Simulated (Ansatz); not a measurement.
# BLYP/aug-cc-pVDZ run of Si2H6 (disilane)

Aim: the energy change on altering one bond length of Si2H6 (disilane) at BLYP/aug-cc-pVDZ, from 2 runs. 

The calculation is run with Ansatz 0.2.0.

35 further runs of the same task are left out: 7 that didn't finish, 28 set aside as unsound or not needed. Runs told in other sessions of the task aren't counted.

## Step 1: The structure to begin with

Si2H6 has 8 atoms, charge 0, and is taken as a singlet. SMILES: `[SiH3][SiH3]`. Geometry: relaxed at PBE0-D4/def2-TZVP.

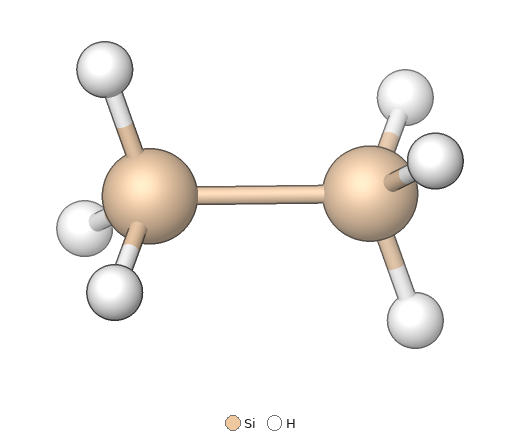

Viewed from a chosen angle; silicon light orange, hydrogen white.

## Step 2: The energy at BLYP/aug-cc-pVDZ

File molecule.yaml:

```yaml
basis:
  gaussian: {orbitals: aug-cc-pVDZ}
crystal:
  periodic: [false, false, false]
  atoms:
    - {symbol: Si, position_ang: [-0.340500, 0.490200, -1.004900]}
    - {symbol: Si, position_ang: [0.363500, -0.504400, 0.991000]}
    - {symbol: H, position_ang: [0.833900, 0.948200, -1.794900]}
    - {symbol: H, position_ang: [-1.112900, -0.483900, -1.821900]}
    - {symbol: H, position_ang: [-1.208000, 1.664100, -0.717900]}
    - {symbol: H, position_ang: [1.139000, 0.468600, 1.806300]}
    - {symbol: H, position_ang: [1.228100, -1.680500, 0.704000]}
    - {symbol: H, position_ang: [-0.811000, -0.959200, 1.782600]}
accuracy: high
hamiltonian: {xc: {name: BLYP}}
output: {orbitals: {seedname: orbitals}}
total_charge: 0
```

Run with:

```sh
$ ansatz run molecule.yaml --threads 1 --pin off --max-ram 3480MiB --events-out events.jsonl --progress --plain --runs-dir runs
```

Standard output:

```text
Warning: RAYON_NUM_THREADS=1 ignored (pool sized by the plan → 1); use --threads N
Functional definition: BLYP
  name "BLYP"
  parameter beta = 0.0042
  parameter a = 0.04918
  parameter b = 0.132
  parameter c = 0.2533
  parameter d = 0.349
  exchange = b88_x(beta = beta)
  correlation = lyp_c(a = a, b = b, c = c, d = d)
2209 factors; integrals over basis functions are off by at most 3.3e-9 eV
mean field evaluation 1: about -15849.9236 eV, gradient 1.9e1 eV
mean field evaluation 2: about -15851.1221 eV, gradient 1.1e1 eV
mean field evaluation 4: about -15851.6766 eV, gradient 4.7e-1 eV
mean field evaluation 8: about -15851.6730 eV, gradient 3.5e-4 eV
mean field evaluation 16: about -15851.6730 eV, gradient 4.2e-9 eV
mean field -15851.67299102 eV, -582.5382377703 hartree, gradient 1.5e-8 eV, S^2 0.000000; 0 other end points of the search recorded, 0 dependent functions left out
reference -15851.67306830 eV, -582.5382406102 hartree; 17, 17 occupied and 91, 91 virtual orbitals, 2209 factors
Total energy: -15851.67306830 eV, -582.5382406102 hartree
```

Run time: 11 s. Hardware: 1 thread of Arm Neoverse V1, shared host; peak memory 0.3 GiB.

## Step 3: The distorted shape at the same level

File in.yaml:

```yaml
crystal:
  periodic: [false, false, false]
  atoms:
    - symbol: Si
      position_ang: [-0.080242, 0.138019, -1.091003]
    - symbol: Si
      position_ang: [0.623758, -0.856581, 0.904897]
    - symbol: H
      position_ang: [1.094158, 0.596019, -1.881003]
    - symbol: H
      position_ang: [-0.852642, -0.836081, -1.908003]
    - symbol: H
      position_ang: [-1.208000, 1.664100, -0.717900]
    - symbol: H
      position_ang: [1.399258, 0.116419, 1.720197]
    - symbol: H
      position_ang: [1.488358, -2.032681, 0.617897]
    - symbol: H
      position_ang: [-0.550742, -1.311381, 1.696497]
basis:
  gaussian:
    orbitals: aug-cc-pVDZ
hamiltonian:
  xc: {name: BLYP}
accuracy: high
output: {orbitals: {seedname: orbitals}}
```

Run with:

```sh
$ ansatz run in.yaml --threads 1 --pin off --max-ram 3480MiB --events-out events.jsonl --progress --plain --runs-dir runs
```

Standard output:

```text
Warning: RAYON_NUM_THREADS=1 ignored (pool sized by the plan → 1); use --threads N
Functional definition: BLYP
  name "BLYP"
  parameter beta = 0.0042
  parameter a = 0.04918
  parameter b = 0.132
  parameter c = 0.2533
  parameter d = 0.349
  exchange = b88_x(beta = beta)
  correlation = lyp_c(a = a, b = b, c = c, d = d)
2206 factors; integrals over basis functions are off by at most 3.8e-9 eV
mean field evaluation 1: about -15849.2559 eV, gradient 1.8e1 eV
mean field evaluation 2: about -15850.1937 eV, gradient 1.2e1 eV
mean field evaluation 4: about -15850.8287 eV, gradient 7.6e-1 eV
mean field evaluation 8: about -15850.8271 eV, gradient 6.0e-3 eV
mean field evaluation 16: about -15850.8271 eV, gradient 2.6e-7 eV
mean field -15850.82711074 eV, -582.5071522433 hartree, gradient 2.9e-8 eV, S^2 0.000000; 0 other end points of the search recorded, 0 dependent functions left out
reference -15850.82718652 eV, -582.5071550279 hartree; 17, 17 occupied and 91, 91 virtual orbitals, 2206 factors
Total energy: -15850.82718652 eV, -582.5071550279 hartree
```

Wall time 11 s (1 thread of Arm Neoverse V1, shared host); peak memory 0.3 GiB.

## Step 4: What came out

Level: BLYP/aug-cc-pVDZ.

```
                                                          quantity          value
                                         first shape: total energy  -582.53824 Eh
                                          first shape: HOMO energy       -7.15 eV
                                          first shape: LUMO energy       -0.63 eV
                                        first shape: HOMO–LUMO gap        6.52 eV
                                     distorted shape: total energy  -582.50716 Eh
                                      distorted shape: HOMO energy       -7.10 eV
                                      distorted shape: LUMO energy       -1.61 eV
                                    distorted shape: HOMO–LUMO gap        5.48 eV
energy change with the Si1–H5 bond stretched from 1.488 to 1.934 Å       0.846 eV
```

What this shows: With the Si1–H5 bond stretched from 1.488 to 1.934 Å the energy rises by 0.85 eV (81.6 kJ/mol). The first shape isn't relaxed at this level, so the change isn't measured from a minimum.
